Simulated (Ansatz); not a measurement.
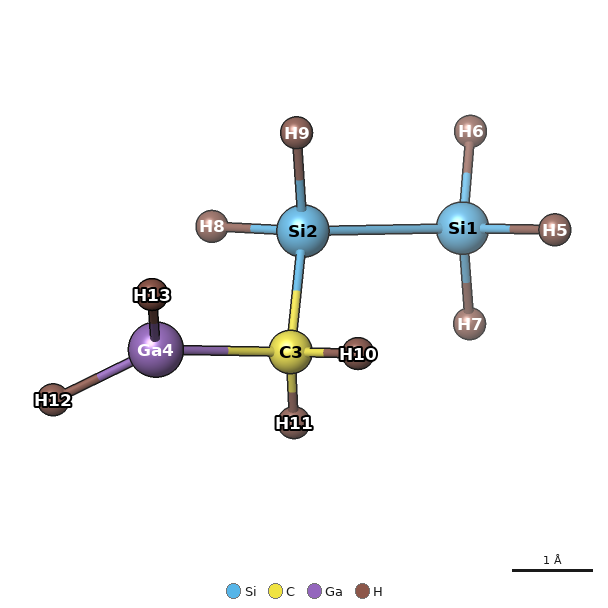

Orthographic view. Depth is shown by fading: the farther an atom, the more it takes the colour of the background. Computed geometry: PBE0-D4/def2-TZVP optimisation. No frequency run is at hand to confirm it as a minimum.

Give the geometry as a Z-matrix, atoms in numerical order, with these reference atoms: 2 to 1; 3 to 2, 1; 4 to 3, 2, 1; 5 to 1, 2, 3; 6 to 1, 5, 2; 7 to 1, 6, 5; 8 to 2, 3, 4; 9 to 2, 8, 3; 10 to 3, 2, 8; 11 to 3, 10, 2; 12 to 4, 3, 10; 13 to 4, 12, 3.

```
Si 
Si   1   2.341
C    2   1.874   1   112.6
Ga   3   1.968   2   110.9   1   179.4
H    1   1.489   2   110.0   3   -59.4
H    1   1.489   5   108.5   2   122.3
H    1   1.489   6   108.5   5  -117.3
H    2   1.493   3   109.9   4   -59.1
H    2   1.493   8   106.6   3  -119.1
H    3   1.094   2   108.5   8   180.0
H    3   1.094  10   108.9   2   117.9
H    4   1.570   3   119.6  10  -151.2
H    4   1.570  12   120.9   3   178.2
```
